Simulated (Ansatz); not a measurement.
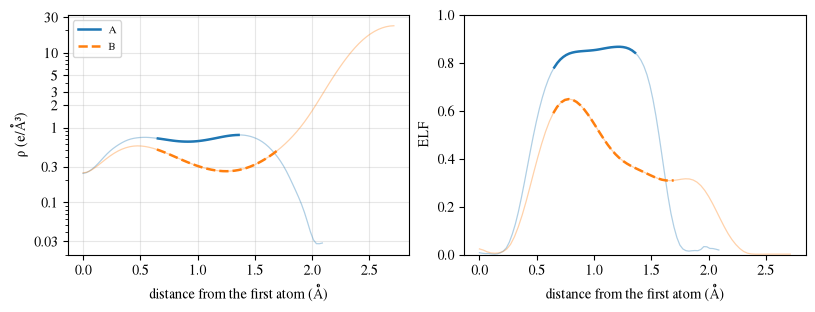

B3Sb2P. Valence pseudo-density and ELF along straight lines between neighbouring atoms. Thin, pale parts lie inside the atomic spheres.

Space group I4/mmm; a structure generated by program, which may or may not match a known phase.

Theory: DFT PBE, scalar-relativistic, plane waves, PAW in Ansatz 0.2.0.

In a PAW calculation such maps are meaningful between the atoms, not at the nuclei.

```yaml
crystal:
  lattice:
    - [2.95535, 0.00000, 0.00000]
    - [0.00000, 2.95535, 0.00000]
    - [0.00000, 0.00000, 19.96974]
  atoms:
    - { symbol: B, position: [0.00000, 0.50000, 0.25000] }
    - { symbol: B, position: [0.50000, 0.00000, 0.75000] }
    - { symbol: B, position: [0.50000, 0.00000, 0.25000] }
    - { symbol: B, position: [0.00000, 0.50000, 0.75000] }
    - { symbol: B, position: [0.50000, 0.50000, 0.00000] }
    - { symbol: B, position: [0.00000, 0.00000, 0.50000] }
    - { symbol: Sb, position: [0.50000, 0.50000, 0.13601] }
    - { symbol: Sb, position: [0.00000, 0.00000, 0.63601] }
    - { symbol: Sb, position: [0.00000, 0.00000, 0.36399] }
    - { symbol: Sb, position: [0.50000, 0.50000, 0.86399] }
    - { symbol: P, position: [0.00000, 0.00000, 0.00000] }
    - { symbol: P, position: [0.50000, 0.50000, 0.50000] }
```

Which curve belongs to which contact (B–P and B–Sb)? The first atom named is at distance zero.

Curve A: B–P (2.09 Å): the density is about 0.67 e/Å³ at the midpoint; the ELF peaks at about 0.85 between the atoms. Curve B: B–Sb (2.71 Å): ρ is about 0.27 e/Å³ halfway; the ELF peaks at about 0.65 in the valence shell of B, 0.8 Å from its nucleus, and is about 0.35 at the midpoint.
